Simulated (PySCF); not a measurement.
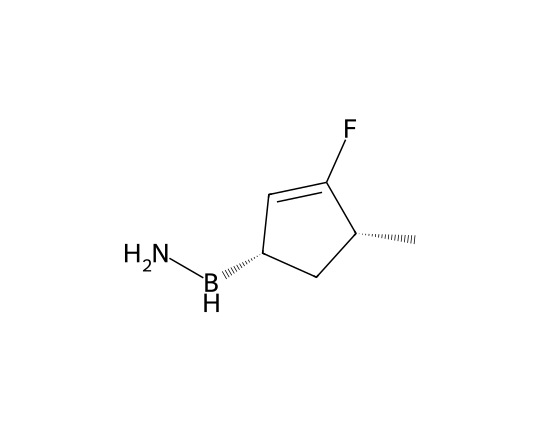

The computed structure is the end point of a GFN2-xTB optimisation. No frequency run is at hand to confirm it as a minimum. Level of theory: PBE0/pcSseg-1, gas phase (PySCF 2.14.0).

Predict the main results.

The species is C6H11BFN (`C[C@@H]1C[C@H](BN)C=C1F`).
- dipole moment: 1.61 D
- HOMO energy (Kohn–Sham orbital): −6.60 eV
- LUMO energy (Kohn–Sham orbital): 0.50 eV
- HOMO–LUMO gap: 7.10 eV

The geometry is semi-empirical. Around B such bond lengths and angles can be off by a tenth of an ångström or more and by several degrees, and values that hang on the shape move with them.
